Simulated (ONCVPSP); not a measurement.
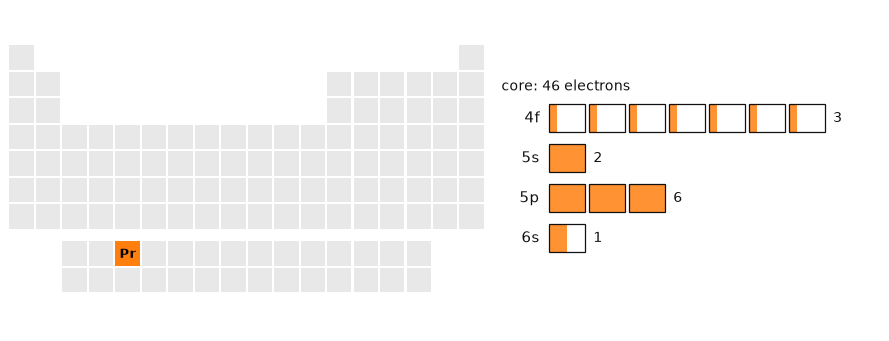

Left, the place of praseodymium in the periodic table; right, the valence shells of the reference configuration: a box for each of the 2l + 1 orbitals, shaded by the share of the shell that is filled, with the electron count at the right.

## Pr: pseudopotential generation (part 1 of 2)

System: praseodymium (Pr, Z = 59), core [Kr] 4d10, reference valence 4f3 5s2 5p6 6s1 (an ion of charge +1), valence charge 13.
Method: ONCV potential, PBEsol, fully relativistic, made with ONCVPSP 4.0.1.

**Input file**
```
# ATOM AND REFERENCE CONFIGURATION
# atsym  z   nc   nv     iexc    psfile
  Pr 59.00    9    4  -116133      upf
#
#   n    l    f
    1    0    2.00
    2    0    2.00
    2    1    6.00
    3    0    2.00
    3    1    6.00
    3    2   10.00
    4    0    2.00
    4    1    6.00
    4    2   10.00
    4    3    3.00
    5    0    2.00
    5    1    6.00
    6    0    1.00
#
# PSEUDOPOTENTIAL AND OPTIMIZATION
# lmax
    3
#
#   l,   rc,      ep,       ncon, nbas, qcut
    0    2.60    0.00    3    7    5.70
    1    2.00    0.00    4    7    4.30
    2    2.20    0.42    4    8    4.70
    3    1.70    0.00    4    8    9.40
#
# LOCAL POTENTIAL
# lloc, lpopt,  rc(5),   dvloc0
    4    5    1.35    3.00
#
# VANDERBILT-KLEINMAN-BYLANDER PROJECTORs
# l, nproj, debl
    0    3    1.30
    1    2    0.60
    2    1    2.60
    3    2    3.60
#
# MODEL CORE CHARGE
# icmod, fcfact, rcfact
    1    0.40    0.00
#
# LOG DERIVATIVE ANALYSIS
# epsh1, epsh2, depsh
   -3.00    5.00    0.02
#
# OUTPUT GRID
# rlmax, drl
    6.00    0.01
#
# TEST CONFIGURATIONS
# ncnf
    4
# nvcnf
#   n    l    f
    4
    4    3    3.00
    5    0    2.00
    5    1    6.00
    6    0    2.00
#
    4
    4    3    3.00
    5    0    2.00
    5    1    6.00
    6    0    0.00
#
    4
    4    3    2.00
    5    0    2.00
    5    1    6.00
    6    0    0.00
#
    5
    4    3    3.00
    5    0    2.00
    5    1    6.00
    6    0    0.00
    5    2    1.00
#
```

Hardware: 1 CPU thread, shared host.

Run as:
```bash
oncvpspr.x < Pr.dat > Pr.out
```

**Log (extracts)**
```
ONCVPSP  (Optimized Norm-Conservinng Vanderbilt PSeudopotential)
relativistic version 4.0.1

#   n    l    f        energy (Ha)
    1    0    2.00    -1.5349052D+03
    2    0    2.00    -2.4701058D+02
    2    1    6.00    -2.1577043D+02    -2.3348075D+02
    3    0    2.00    -5.3447933D+01
    3    1    6.00    -4.4185424D+01    -4.7693623D+01
    3    2   10.00    -3.3383284D+01    -3.4139704D+01
    4    0    2.00    -1.0786137D+01
    4    1    6.00    -7.8768986D+00    -8.6336820D+00
    4    2   10.00    -4.2104748D+00    -4.3431775D+00
    4    3    3.00    -2.5444360D-01    -2.6707270D-01
    5    0    2.00    -1.6489077D+00
    5    1    6.00    -9.7319130D-01    -1.0764092D+00
    6    0    1.00    -2.9696097D-01

Reference configufation results
  iterations    33
  all-electron total energy (Ha)   -9.23895946D+03

Begin loop to  construct optimized pseudo wave functions
and semi-local pseudopoentials for all angular momenta

   Wellstate for l =  0  n =  7 kap= -1
     eigenvalue =   1.0030
     asymptotic potential =   1.5030
     half-point radius =  4.0414

Calculating optimized projector #   1

 for l=   0

    Fraction of norm inside rc  0.969785
    Optimizing pswf for qcut=   5.70 a_B^-1,  ecut=  16.26 Ha
    Residual kinetic energy error=  4.63D-08 Ha

    Energy error per electron        Cutoff
         Ha          eV             Ha
         0.01000     0.27211        6.64
         0.00100     0.02721        9.35
         0.00010     0.00272       11.41
         0.00001     0.00027       13.06

Calculating optimized projector #   2

 for l=   0

    Fraction of norm inside rc  0.106732
    Optimizing pswf for qcut=   5.70 a_B^-1,  ecut=  16.26 Ha
    Residual kinetic energy error=  2.88D-08 Ha

    Energy error per electron        Cutoff
         Ha          eV             Ha
         0.01000     0.27211        4.85
         0.00100     0.02721        8.47
         0.00010     0.00272       10.88
         0.00001     0.00027       12.79

Calculating optimized projector #   3

 for l=   0

    Fraction of norm inside rc  0.229388
    Optimizing pswf for qcut=   5.70 a_B^-1,  ecut=  16.26 Ha
    Residual kinetic energy error=  4.19D-07 Ha

    Energy error per electron        Cutoff
         Ha          eV             Ha
         0.01000     0.27211        7.88
         0.00100     0.02721       10.95
         0.00010     0.00272       13.04
         0.00001     0.00027       14.56

WARNING wellstate: negative energy specified for n= 6 l=  1
WARNING scattering state with energy  0.25000000
WARNING will be used for the first projector

   Wellstate for l =  1  n =  6 kap= -2
     eigenvalue =   0.2500
     asymptotic potential =   0.7500
     half-point radius =  3.5114

Calculating optimized projector #   1

 for l=   1

    Fraction of norm inside rc  0.680795
    Optimizing pswf for qcut=   4.29 a_B^-1,  ecut=   9.21 Ha
    Residual kinetic energy error=  1.98D-03 Ha

    Energy error per electron        Cutoff
         Ha          eV             Ha
         0.01000     0.27211        4.08
         0.00100     0.02721       15.33
         0.00010     0.00272       34.07
         0.00001     0.00027       40.33

Calculating optimized projector #   2

 for l=   1

    Fraction of norm inside rc  0.136246
    Optimizing pswf for qcut=   4.29 a_B^-1,  ecut=   9.21 Ha
    Residual kinetic energy error=  1.77D-03 Ha

    Energy error per electron        Cutoff
         Ha          eV             Ha
         0.01000     0.27211        4.14
         0.00100     0.02721       10.33
         0.00010     0.00272       22.79
         0.00001     0.00027       37.44

   Wellstate for l =  1  n =  6 kap=  1
     eigenvalue =  -0.4764

Calculating optimized projector #   1

 for l=   1

    Fraction of norm inside rc  0.733594
    Optimizing pswf for qcut=   4.29 a_B^-1,  ecut=   9.21 Ha
    Residual kinetic energy error=  1.63D-03 Ha

    Energy error per electron        Cutoff
         Ha          eV             Ha
         0.01000     0.27211        4.18
         0.00100     0.02721       12.32
         0.00010     0.00272       33.94
         0.00001     0.00027       40.33

Calculating optimized projector #   2

 for l=   1

    Fraction of norm inside rc  0.131853
    Optimizing pswf for qcut=   4.29 a_B^-1,  ecut=   9.21 Ha
    Residual kinetic energy error=  1.53D-03 Ha

    Energy error per electron        Cutoff
         Ha          eV             Ha
         0.01000     0.27211        4.26
         0.00100     0.02721       10.17
         0.00010     0.00272       23.10
         0.00001     0.00027       38.94

WARNING wellstate: moderately localized bound state found for n= 5 l=  2
WARNING scattering state with energy  0.05000000
WARNING will be used for the first projector

   Wellstate for l =  2  n =  6 kap= -3
     eigenvalue =   0.0500
     asymptotic potential =   0.5500
     half-point radius =  8.8475

Calculating optimized projector #   1

 for l=   2

    Fraction of norm inside rc  0.124606
    Optimizing pswf for qcut=   4.69 a_B^-1,  ecut=  11.02 Ha
    Residual kinetic energy error=  4.14D-06 Ha

    Energy error per electron        Cutoff
         Ha          eV             Ha
         0.01000     0.27211        3.98
         0.00100     0.02721        5.81
         0.00010     0.00272        7.26
         0.00001     0.00027        9.24

   Wellstate for l =  2  n =  5 kap=  2
     eigenvalue =   0.4200

Calculating optimized projector #   1

 for l=   2

    Fraction of norm inside rc  0.355505
    Optimizing pswf for qcut=   4.69 a_B^-1,  ecut=  11.02 Ha
    Residual kinetic energy error=  4.41D-06 Ha

    Energy error per electron        Cutoff
         Ha          eV             Ha
         0.01000     0.27211        4.63
         0.00100     0.02721        6.35
         0.00010     0.00272        7.90
         0.00001     0.00027        9.57

   Wellstate for l =  3  n =  7 kap= -4
     eigenvalue =   3.3456
     asymptotic potential =   3.8456
     half-point radius =  3.6927

Calculating optimized projector #   1

 for l=   3

    Fraction of norm inside rc  0.819919
    Optimizing pswf for qcut=   9.41 a_B^-1,  ecut=  44.27 Ha
    Residual kinetic energy error=  9.27D-05 Ha

    Energy error per electron        Cutoff
         Ha          eV             Ha
         0.01000     0.27211       34.94
         0.00100     0.02721       39.67
         0.00010     0.00272       44.62
         0.00001     0.00027       97.24

Calculating optimized projector #   2

 for l=   3

    Fraction of norm inside rc  0.121747
    Optimizing pswf for qcut=   9.41 a_B^-1,  ecut=  44.27 Ha
    Residual kinetic energy error=  1.17D-03 Ha

    Energy error per electron        Cutoff
         Ha          eV             Ha
         0.01000     0.27211       38.19
         0.00100     0.02721       44.97
         0.00010     0.00272      110.99
         0.00001     0.00027      127.65

   Wellstate for l =  3  n =  7 kap=  3
     eigenvalue =   3.3329

Calculating optimized projector #   1

 for l=   3

    Fraction of norm inside rc  0.827998
    Optimizing pswf for qcut=   9.41 a_B^-1,  ecut=  44.27 Ha
    Residual kinetic energy error=  9.35D-05 Ha

    Energy error per electron        Cutoff
         Ha          eV             Ha
         0.01000     0.27211       35.02
         0.00100     0.02721       39.75
         0.00010     0.00272       44.65
         0.00001     0.00027       96.47

Calculating optimized projector #   2

 for l=   3

    Fraction of norm inside rc  0.122353
    Optimizing pswf for qcut=   9.41 a_B^-1,  ecut=  44.27 Ha
    Residual kinetic energy error=  1.20D-03 Ha

    Energy error per electron        Cutoff
         Ha          eV             Ha
         0.01000     0.27211       38.25
         0.00100     0.02721       45.04
         0.00010     0.00272      111.32
         0.00001     0.00027      127.82

Construct Vanderbilt / Kleinmman-Bylander projectors

B matrix Hermiticity error, ll=  0  kap= -1
   1   2    1.0057D-04
   1   3   -2.6868D-04
   2   3    5.7759D-05

  Orthonormal projector coefficients  9.1269E+00  1.9723E+00  2.2248E-01

B matrix Hermiticity error, ll=  1  kap= -2
   1   2    1.2336D-04

  Orthonormal projector coefficients  5.7349E+00  1.3552E+00

B matrix Hermiticity error, ll=  1  kap=  1
   1   2    1.3740D-04

  Orthonormal projector coefficients  5.5616E+00  1.3450E+00

B matrix Hermiticity error, ll=  3  kap= -4
   1   2    3.3533D-04

  Orthonormal projector coefficients -1.0954E+01 -3.9359E+00

B matrix Hermiticity error, ll=  3  kap=  3
   1   2    3.4089D-04

  Orthonormal projector coefficients -1.0996E+01 -3.9667E+00

 Orthonormal scalar projector coefficients, l =  1
  5.6701E+00  1.3547E+00  3.7302E-03  4.8606E-04

 Orthonormal spin-orbit projector coefficients, l =  1
  3.1235E-01 -2.3833E-01  6.0648E-02 -1.2338E-02

 Orthonormal scalar projector coefficients, l =  2
  1.9143E+00  6.0857E-05

 Orthonormal spin-orbit projector coefficients, l =  2
  6.2424E-02 -1.2442E-03

 Orthonormal scalar projector coefficients, l =  3
 -1.0972E+01 -3.9491E+00 -5.3086E-07 -2.1003E-08

 Orthonormal spin-orbit projector coefficients, l =  3
  1.3185E-02  7.7122E-03 -8.4594E-05 -6.2403E-06

Model core correction analysis
  based on d2Exc/dn_idn_j

d2excae - all-electron derivatives

   -1.498985D-02   -1.119221D-02   -8.646128D-03   -9.332188D-04
   -1.116008D-02   -1.951027D-02   -1.661647D-02   -1.174489D-03
   -8.619644D-03   -1.667728D-02   -1.602999D-02   -9.595241D-04
   -1.083290D-03   -1.453886D-03   -1.475067D-03   -3.105119D-04

d2excps - pseudofunction derivatives with no core correction

   -4.608768D-02   -2.794067D-02   -1.853804D-02   -2.633011D-03
   -2.789346D-02   -2.818725D-02   -2.268564D-02   -1.894636D-03
   -1.849942D-02   -2.277785D-02   -2.221331D-02   -1.312019D-03
   -2.860848D-03   -2.318232D-03   -2.093819D-03   -4.793940D-04

rms 2nd derivative error    1.095011E-02

Polynomial model core charge

d2excps - pseudofunction derivatives with core correction

   -2.334186D-02   -1.745997D-02   -1.323753D-02   -1.434522D-03
   -1.741156D-02   -2.137794D-02   -1.977448D-02   -1.119333D-03
   -1.319748D-02   -1.986608D-02   -2.072977D-02   -9.934239D-04
   -1.661006D-03   -1.540979D-03   -1.771474D-03   -3.895037D-04

rms 2nd derivative error    3.845193E-03

Pseudoatom total energy  -47.089484

Diagnostic tests using Vanderbilt-Kleinman-Bylander pseudopotentials
  relativistic with J = L +/- 1/2 projectors

   l  kap   rcore       rmatch      e in        delta e    norm test   slope test

   0  -1   2.6004785   2.6794347  -1.6489077  -0.0000001   1.0001110   1.0001033
   0  -1   2.6004785   2.6794347  -0.2969610   0.0000016   1.0000246   1.0000115
   0  -1   2.6004785   2.6794347   1.0030390   0.0000145   1.0001582   1.0001582

   1  -2   2.0106668   2.0717150  -0.9731913  -0.0000054   1.0000748   1.0000923
   1   1   2.0106668   2.0717150  -1.0764092  -0.0000012   1.0000840   1.0000868
   1  -2   2.0106668   2.0717150   0.2500000   0.0000010   1.0002368   1.0002368
   1   1   2.0106668   2.0717150   0.2124331   0.0000028   1.0002467   1.0002467

   2  -3   2.2126249   2.2798050   0.0500000   0.0000020   1.0000013   1.0000013
   2   2   2.2126249   2.2798050  -0.2685225   0.0000032   1.0000019   1.0000019

   3  -4   1.7005783   1.7522116  -0.2544436  -0.0000018   1.0001368   1.0001563
   3   3   1.7005783   1.7522116  -0.2670727   0.0000073   1.0001595   1.0001065
   3  -4   1.7005783   1.7522116   3.3455564   0.0000734   1.0001493   1.0001493
   3   3   1.7005783   1.7522116   3.3431506   0.0000779   1.0001513   1.0001513

Diagnostic tests using Vanderbilt-Kleinman-Bylander pseudopotentials
  relativistic with scalar and spin-orbit non-local projectors

   l  kap   rcore       rmatch      e in        delta e    norm test   slope test

   0  -1   2.6004785   2.6794347  -1.6489077  -0.0000001   1.0001110   1.0001033
   0  -1   2.6004785   2.6794347  -0.2969610   0.0000016   1.0000246   1.0000115
   0  -1   2.6004785   2.6794347   1.0030390   0.0000145   1.0001582   1.0001582

   1  -2   2.0106668   2.0717150  -0.9731913  -0.0001543   1.0000587   0.9998186
   1   1   2.0106668   2.0717150  -1.0764092  -0.0001474   1.0000661   0.9998729
   1  -2   2.0106668   2.0717150   0.2500000  -0.0000719   1.0001837   1.0001837
   1   1   2.0106668   2.0717150   0.2124331  -0.0000424   1.0002067   1.0002067

   2  -3   2.2126249   2.2798050   0.0500000  -0.0000226   0.9999999   0.9999999
   2   2   2.2126249   2.2798050  -0.2685225  -0.0000213   1.0000017   1.0000017

   3  -4   1.7005783   1.7522116  -0.2544436  -0.0000017   1.0001368   1.0001565
   3   3   1.7005783   1.7522116  -0.2670727   0.0000074   1.0001595   1.0001068
   3  -4   1.7005783   1.7522116   3.3455564   0.0000736   1.0001493   1.0001493
   3   3   1.7005783   1.7522116   3.3431506   0.0000780   1.0001513   1.0001513

Ghost test for J = L + 1/2

 Testing for bound ghosts
   n   l    E NL Schr. Eq   E Basis Diag.   E Cutoff

   1   0       -1.648908       -1.648892     39.19
   2   0       -0.296959       -0.288659     39.19

   2   1       -0.973197       -0.973085     55.07

   3   2       -0.267963       -0.260633     52.48

   4   3       -0.254445       -0.252530    134.47

 Testing for highly-localized positive-energy ghosts
       l    <radius>/rc     E Basis Diag.   E Cutoff

       0        0.182010        4.391702     39.19  WARNING - GHOST(+)

Ghost test for J = L - 1/2
```

(Continued in part 2.) Outcome of the run: generated.
